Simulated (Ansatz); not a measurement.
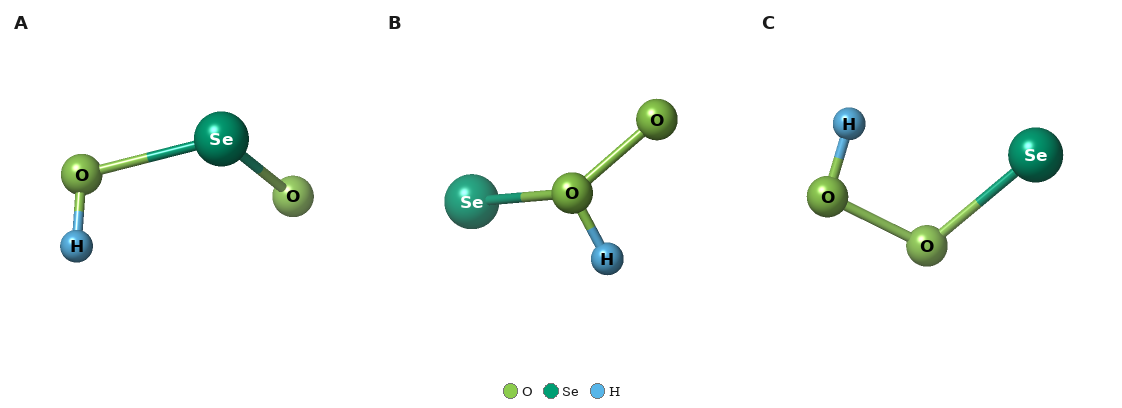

3 stationary structures of one formula. The species has charge −1 and is a spin singlet. Geometries: PBE0-D4/def2-TZVPD. Electronic energies: RHF-CCSD(T) (frozen core)/def2-TZVPPD (Ansatz 0.2.0), without zero-point energy. No frequency run is at hand to confirm each as a minimum.

Question: Rank them by energy, lowest first.

Answer: A is lowest (C1); C lies 172.1 kJ/mol above it (C1), B lies 304.8 kJ/mol above it (C1).
